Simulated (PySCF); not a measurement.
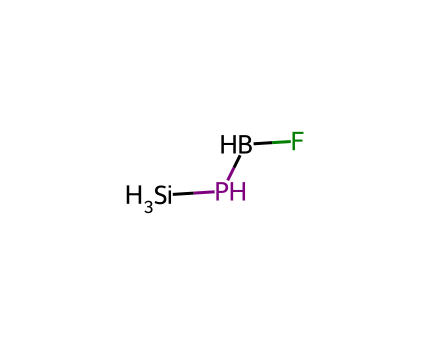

Structural formula above. The geometry was computed by an optimisation with PBE0-D3(BJ)/def2-SVP. No frequency run is at hand to confirm it as a minimum.

Describe the 3D structure.

The molecule is BFH₅PSi. As SMILES it reads `FBP[SiH3]`. It has no ring. Among its groups: Si–H bond, B–H bond. This geometry has C1 symmetry. Coordination: 1 B trigonal planar; 1 P trigonal pyramidal; 1 Si tetrahedral.

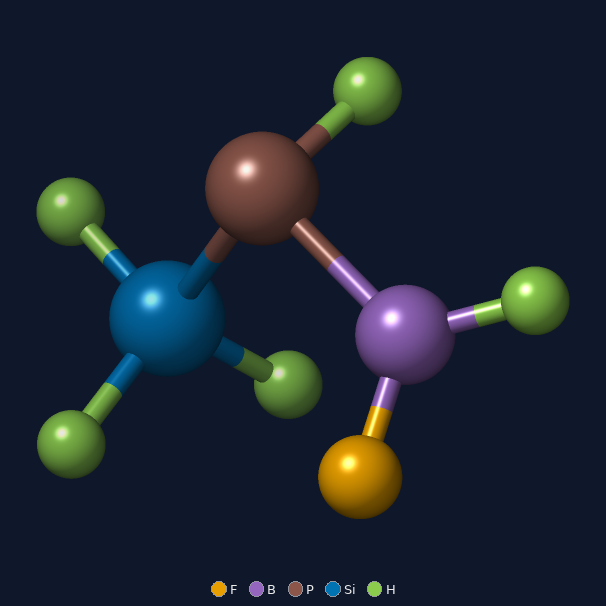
